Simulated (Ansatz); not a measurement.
| atom | x (Å) | y (Å) | z (Å) |
| --- | --- | --- | --- |
| Sn | 0.3532 | -0.1037 | -0.0007 |
| H | 0.4873 | -0.3274 | 1.7097 |
| C | 2.3262 | -0.0366 | -0.9044 |
| H | 2.8640 | -0.9855 | -0.7210 |
| H | 2.2349 | 0.1191 | -1.9958 |
| H | 2.9033 | 0.7987 | -0.4662 |
| H | -0.4872 | 1.3766 | -0.3084 |
| H | -0.5594 | -1.4136 | -0.6679 |
| P | -3.6276 | -0.0095 | 1.7331 |
| H | -3.2000 | -0.1994 | 0.3705 |
| H | -3.0433 | -1.2579 | 2.1515 |
| H | -2.4349 | 0.7271 | 2.0652 |

Core potentials replace the inner electrons of Sn.

All numbers below come from Ansatz, RKS PBE-D4/def2-SVP.

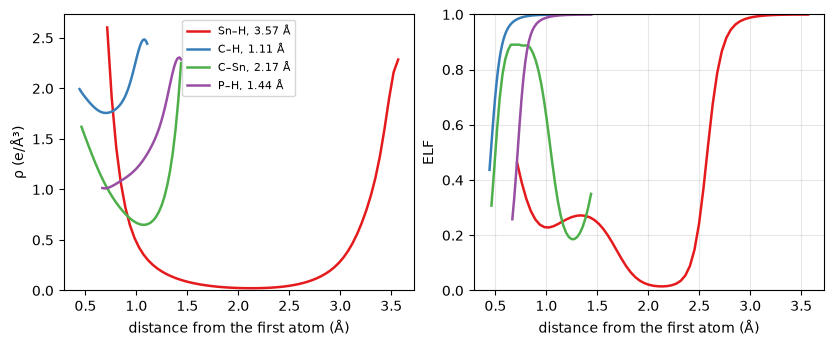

CH₆Sn···PH₃. Electron density and ELF along straight lines between neighbouring atoms. The curves leave out the atomic cores.

**What can be read from the curves?**

Sn1···H12 (3.57 Å): the density falls to about 0.02 e/Å³ on the way; the ELF dips to about 0 between them; a non-bonded, intermolecular contact.
C–H (1.11 Å): ρ is about 1.8 e/Å³ halfway; the ELF climbs to about 1 towards the hydrogen, as it does in any bond to H (an ordinary covalent bond to hydrogen).
C–Sn (2.17 Å): the density is about 0.65 e/Å³ at the midpoint; the ELF peaks at about 0.90 in the valence shell of C, 0.7 Å from its nucleus, and drops to about 0.20 between the two atoms.
P–H (1.44 Å): ρ is about 1 e/Å³ halfway; the ELF climbs to about 1 towards the hydrogen.
